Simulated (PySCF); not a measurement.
**AsF3: one change and its effect**

System: AsF3 (Arsenic trifluoride).
Method of the first run: TDDFT HF/def2-SVPD, vertical, gas phase, core orbitals frozen in the response (PySCF 2.14.0).

The geometry comes from this level: PBE0-D3(BJ)/def2-SVP. Text and figures count atoms from 1; the logs count them from 0 in places.

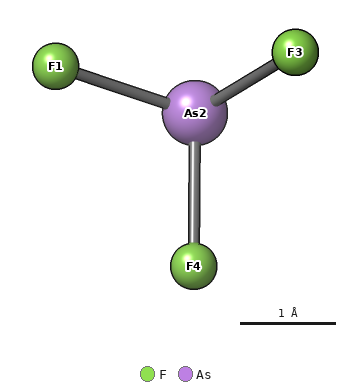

Fig. 1: The structure (ball-and-stick view, seen at a tilt; atoms are numbered from 1 in the order of the input).

## Input, the first run
```
{"job": {"kind": "uv", "xc": "HF", "basis": "def2-SVPD", "ip": true}, "charge": 0, "multiplicity": 1}
F     -0.837287    -1.214153    -0.239707
As    -0.001489     0.002727     0.653682
F      1.482804    -0.118715    -0.217770
F     -0.623569     1.339691    -0.241916
```

The first line tells a small driver script what to run in PySCF; the rest is the geometry in Å.

Hardware: 1 CPU thread, shared host.

## Output (the first run)
```
final grid: 47888 points
cycle   1  E = -2531.9706229668  dE = -7.012e-01  |g| = 7.408e-01  |ddm| = 2.527e+00
cycle   2  E = -2532.0403840512  dE = -6.976e-02  |g| = 5.008e-01  |ddm| = 1.156e+00
cycle   3  E = -2532.0788027742  dE = -3.842e-02  |g| = 4.604e-02  |ddm| = 3.625e-01
cycle   4  E = -2532.0796856106  dE = -8.828e-04  |g| = 1.447e-02  |ddm| = 1.015e-01
cycle   5  E = -2532.0798363089  dE = -1.507e-04  |g| = 3.801e-03  |ddm| = 5.152e-02
cycle   6  E = -2532.0798492289  dE = -1.292e-05  |g| = 1.018e-03  |ddm| = 1.702e-02
cycle   7  E = -2532.0798497530  dE = -5.241e-07  |g| = 3.107e-04  |ddm| = 2.782e-03
cycle   8  E = -2532.0798497836  dE = -3.061e-08  |g| = 5.653e-05  |ddm| = 6.570e-04
cycle   9  E = -2532.0798497850  dE = -1.387e-09  |g| = 1.076e-05  |ddm| = 1.466e-04
cycle  10  E = -2532.0798497850  dE = -5.275e-11  |g| = 4.497e-06  |ddm| = 2.178e-05
converged SCF energy = -2532.0798497850

Static polarisability (au): isotropic 26.746, principal 24.164 28.028 28.046

Singlet excitations
state   eV       nm        f      main configurations
  1   8.6247    143.8   0.27398   H->L 0.94
  2   8.6335    143.6   0.27446   H->L+1 0.94
  3  10.4575    118.6   0.35704   H->L+2 0.50, H->L+3 0.39
  4  11.6010    106.9   0.07724   H->L+2 0.47, H->L+3 0.38
  5  12.1497    102.0   0.00313   H-1->L 0.43, H-2->L+1 0.15, H-3->L 0.15
  6  12.1555    102.0   0.00310   H-1->L+1 0.41, H-2->L 0.16, H-3->L+1 0.15
  7  12.2716    101.0   0.00001   H-3->L 0.23, H-2->L+1 0.22, H-1->L+3 0.13
  8  12.3054    100.8   0.00637   H-3->L+1 0.37, H-2->L 0.36
  9  12.4708     99.4   0.07788   H-1->L 0.14, H-3->L 0.13, H-2->L+1 0.13
 10  12.4744     99.4   0.07774   H-1->L+1 0.15, H-3->L+1 0.13, H-2->L 0.12

Triplet excitations (Tamm-Dancoff, eV): 5.8910 5.9005 9.2493 10.6372
Vertical ionisation energy (delta-SCF) = 12.4145 eV
```

For the second run the input was changed thus:
```diff
-"xc": "HF"
+"xc": "wB97X-D"
```

Predict how the results change.

The total energies belong to different methods, so their difference says nothing on which is more stable or more accurate. The HOMO goes from −13.48 to −12.01 eV. The LUMO goes from 1.94 to 0.56 eV. The dipole moment goes from 2.87 to 2.64 D. The lowest excitation goes from 8.62 to 7.95 eV. The strongest computed line goes from 10.46 to 9.34 eV. The method changes from HF to wB97X-D. The SCF takes 11 iterations against 10.

## Output (the second run)
```
coarse grid: 23232 points
cycle   1  E = -2534.8269834995  dE = -5.132e-01  |g| = 8.899e-01  |ddm| = 2.367e+00
cycle   2  E = -2534.7493448347  dE =  7.764e-02  |g| = 1.202e+00  |ddm| = 1.704e+00
cycle   3  E = -2534.9696746197  dE = -2.203e-01  |g| = 3.995e-02  |ddm| = 8.181e-01
cycle   4  E = -2534.9699867066  dE = -3.121e-04  |g| = 1.281e-02  |ddm| = 7.526e-02
cycle   5  E = -2534.9700229846  dE = -3.628e-05  |g| = 4.910e-03  |ddm| = 1.874e-02
cycle   6  E = -2534.9700280155  dE = -5.031e-06  |g| = 9.096e-04  |ddm| = 7.452e-03
final grid: 47888 points
cycle   7  E = -2534.9701324982  dE = -5.228e-07  |g| = 1.065e-03  |ddm| = 3.539e-03
cycle   8  E = -2534.9701324679  dE =  3.024e-08  |g| = 1.321e-03  |ddm| = 1.603e-03
cycle   9  E = -2534.9701327353  dE = -2.674e-07  |g| = 6.967e-05  |ddm| = 8.331e-04
cycle  10  E = -2534.9701327403  dE = -4.956e-09  |g| = 3.797e-05  |ddm| = 3.324e-04
cycle  11  E = -2534.9701327406  dE = -3.038e-10  |g| = 4.137e-06  |ddm| = 8.198e-05
converged SCF energy = -2534.9701327406

Static polarisability (au): isotropic 29.511, principal 27.250 30.630 30.654

Singlet excitations
state   eV       nm        f      main configurations
  1   7.9505    155.9   0.16119   H->L 0.95
  2   7.9592    155.8   0.16139   H->L+1 0.95
  3   9.3376    132.8   0.21216   H->L+2 0.88
  4   9.5304    130.1   0.01460   H-1->L 0.69, H-3->L 0.13, H-2->L+1 0.10
  5   9.5397    130.0   0.01415   H-1->L+1 0.66, H-2->L 0.13, H-3->L+1 0.12
  6   9.6197    128.9   0.00012   H-3->L 0.51, H-2->L+1 0.47
  7   9.6597    128.4   0.01824   H-2->L 0.38, H-3->L+1 0.29, H-1->L+1 0.23
  8   9.6605    128.3   0.01774   H-2->L+1 0.39, H-3->L 0.31, H-1->L 0.21
  9   9.7390    127.3   0.07544   H-3->L+1 0.50, H-2->L 0.39
 10  10.3083    120.3   0.00000   H-5->L 0.47, H-4->L+1 0.45

Triplet excitations (Tamm-Dancoff, eV): 6.2614 6.2704 8.5242 9.0987
Vertical ionisation energy (delta-SCF) = 12.8799 eV
```

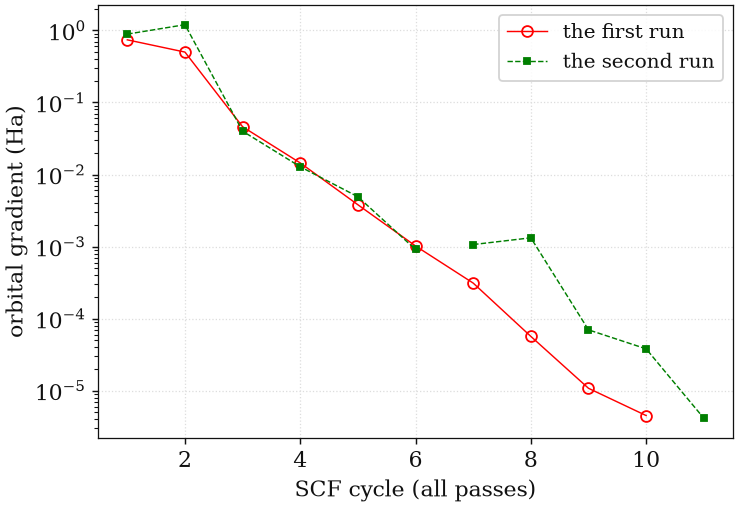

Fig. 2: Convergence of the two runs: orbital gradient against the SCF cycle. A break in a curve parts two SCF passes (coarse and final grid). The first run takes 10 cycles in all, and the second run takes 11.

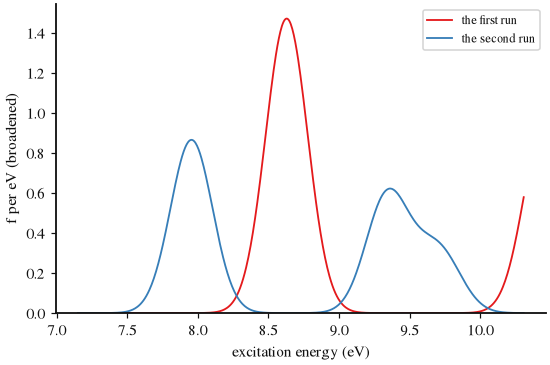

Fig. 3: Absorption of the two runs from their computed states, each broadened by a Gaussian of 0.35 eV full width; the range ends where the shorter list of states ends.

## The two runs side by side

| quantity | the first run | the second run |
| --- | --- | --- |
| outcome | converged | converged |
| total energy (hartree) | −2532.079850 | −2534.970133 |
| HOMO (eV) | −13.48 | −12.01 |
| LUMO (eV) | 1.94 | 0.56 |
| dipole moment (D) | 2.87 | 2.64 |
| lowest excitation (eV) | 8.62 | 7.95 |
| SCF iterations | 10 | 11 |
| strongest computed line (eV) | 10.46 | 9.34 |
| basis functions | 107 | 107 |
| wall time (shared host) | 3.1 s | 9 s |

For both runs: Spin–orbit coupling is left out, which matters for the heavy atoms.
